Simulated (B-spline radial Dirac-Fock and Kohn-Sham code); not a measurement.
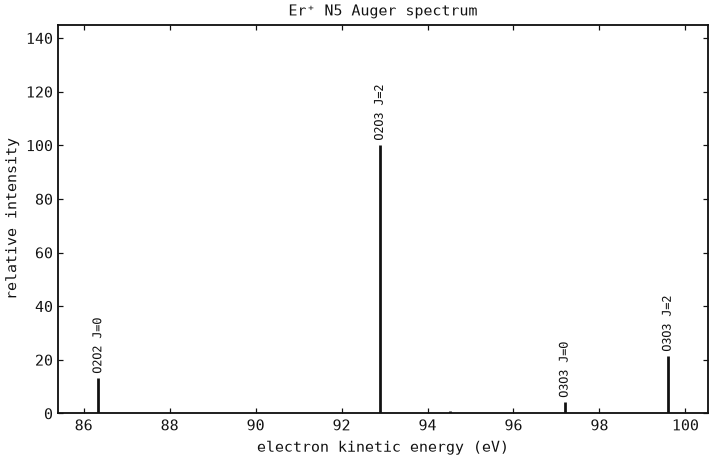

The Auger multiplet of an N5 hole with both final holes in O23, lines labelled by the leading pair of holes and J, as sticks. Kinetic energies count from the vacuum level; very weak lines are left out. Lines are named by their largest jj component, which in light atoms can differ from the customary names. System: Er⁺ in the configuration [Xe] 4f12 6s1. Level of theory: Dirac–Fock ΔSCF energies in intermediate coupling of the two holes, Coulomb rates, valence shells as spectators; calculated with a B-spline radial code.

How wide is the N5 level from this decay?

0.0224 eV from this multiplet.
